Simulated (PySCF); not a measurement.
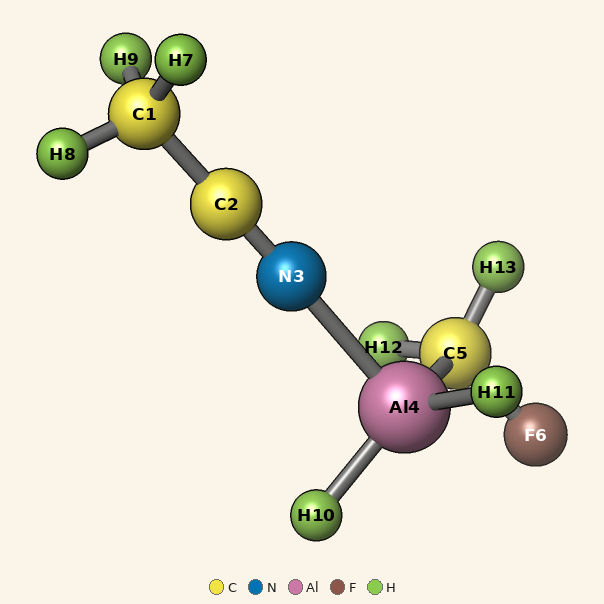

Numbered structure. The geometry was computed by an optimisation with PBE0-D3(BJ)/def2-SVP. No frequency run is at hand to confirm it as a minimum.

Give the bond lengths.

| bond | length (Å) |
| --- | --- |
| C1–C2 | 1.445 |
| C1–H7 | 1.100 |
| C1–H8 | 1.100 |
| C1–H9 | 1.099 |
| C2–N3 | 1.152 |
| N3–Al4 | 2.038 |
| Al4–C5 | 2.004 |
| Al4–H10 | 1.602 |
| Al4–H11 | 1.602 |
| C5–F6 | 1.399 |
| C5–H12 | 1.108 |
| C5–H13 | 1.108 |
